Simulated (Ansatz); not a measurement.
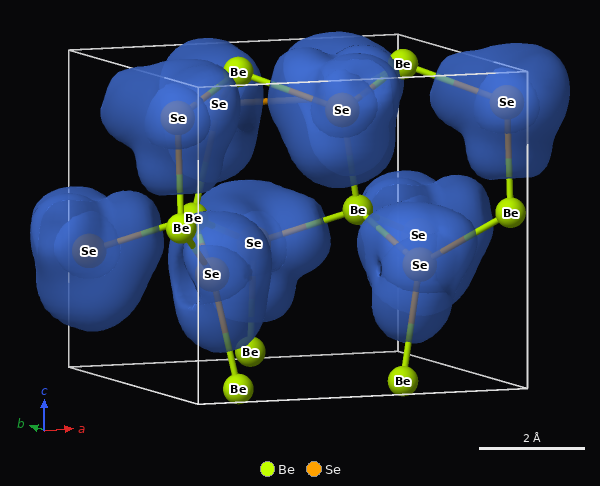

Figure 1: Be3Se4. Isosurface of the electron localisation function at 0.7 (blue), seen slightly off an axis. Only the valence region is drawn (cores and ρ < 0.01 e/Å³ removed). Sticks mark near contacts.

Space group Pmn2₁; a generated structure, not necessarily the stable one; changed on purpose from its base cell (volume × 0.88, shape and atoms relaxed); computed pressure about 5 GPa in this cell.

These are results of Ansatz, DFT PBE, scalar-relativistic, plane waves, PAW, not measurements.

Core electrons are frozen (PAW), and the valence fields are smoothed inside the atomic spheres.

**Identify the bonds, lone pairs and shells in this picture.**

The ELF exceeds this value in eight regions wrapped around Se (the valence shell of each), counted in one cell of 14 atoms. Regions shared between cells count once. Profiles from the grid: Be–Se (2.11 Å): the ELF peaks at about 0.90 in the valence shell of Se, 1.3 Å from its nucleus, and is about 0.90 at the midpoint. Se–Se (2.50 Å): the ELF peaks at about 0.65 between the atoms.
